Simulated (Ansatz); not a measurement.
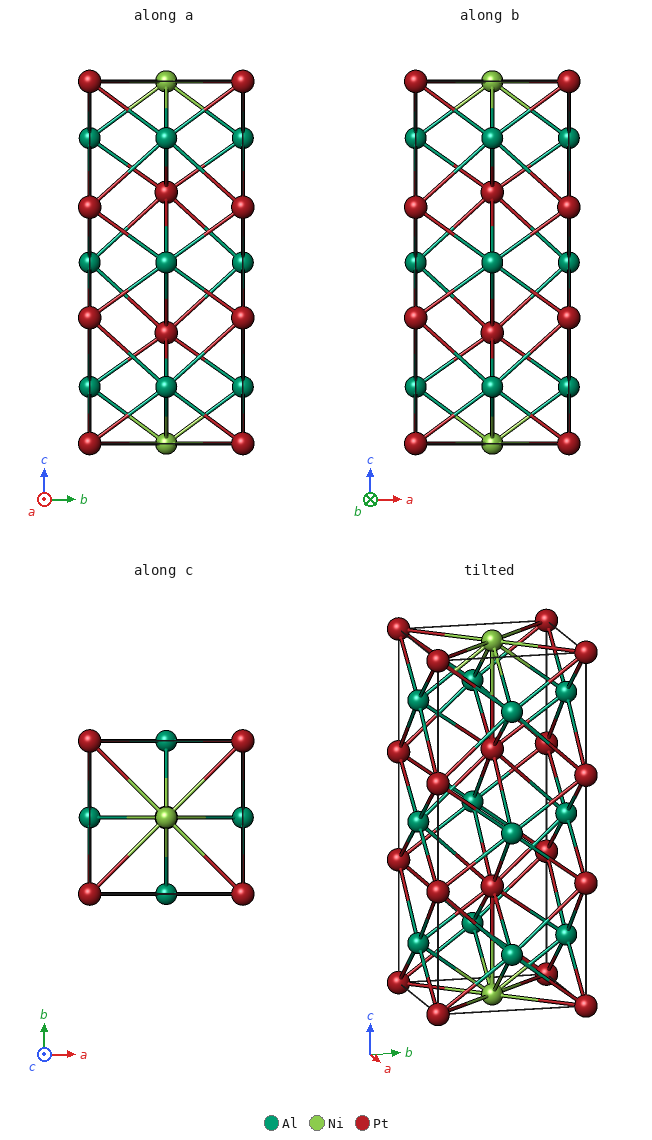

Ball-and-stick drawing of the structure, looking along the a axis, along the b axis, along the c axis and slightly off an axis. Thin lines show the conventional unit cell, with boundary atoms drawn in all their periodic places.

Lattice parameters: a = 4.1865 Å, b = 4.1865 Å, c = 9.9034 Å, α = 90.000°, β = 90.000°, γ = 90.000°.

Q: Give the structure in the form of a CIF in P1 with every atom of the cell, with free fractional coordinates to two decimals.

A:
```cif
data_structure
_symmetry_space_group_name_H-M 'P 1'
_symmetry_Int_Tables_number 1
_cell_length_a 4.1865
_cell_length_b 4.1865
_cell_length_c 9.9034
_cell_angle_alpha 90.000
_cell_angle_beta 90.000
_cell_angle_gamma 90.000
_cell_volume 173.58
loop_
_atom_site_label
_atom_site_type_symbol
_atom_site_fract_x
_atom_site_fract_y
_atom_site_fract_z
_atom_site_occupancy
Al1 Al 0.00 0.50 0.50 1
Al2 Al 0.00 0.50 0.84 1
Al3 Al 0.00 0.50 0.16 1
Al4 Al 0.50 0.00 0.50 1
Al5 Al 0.50 0.00 0.84 1
Al6 Al 0.50 0.00 0.16 1
Ni1 Ni 0.50 0.50 0.00 1
Pt1 Pt 0.00 0.00 0.65 1
Pt2 Pt 0.00 0.00 0.00 1
Pt3 Pt 0.00 0.00 0.35 1
Pt4 Pt 0.50 0.50 0.69 1
Pt5 Pt 0.50 0.50 0.31 1
```

Provenance: a structure type filled with these elements by a generator (whether the compound takes this form wasn't checked). It is drawn as it came out of a relaxation with Ansatz 0.2.0, DFT PBE, scalar-relativistic, plane waves, PAW.
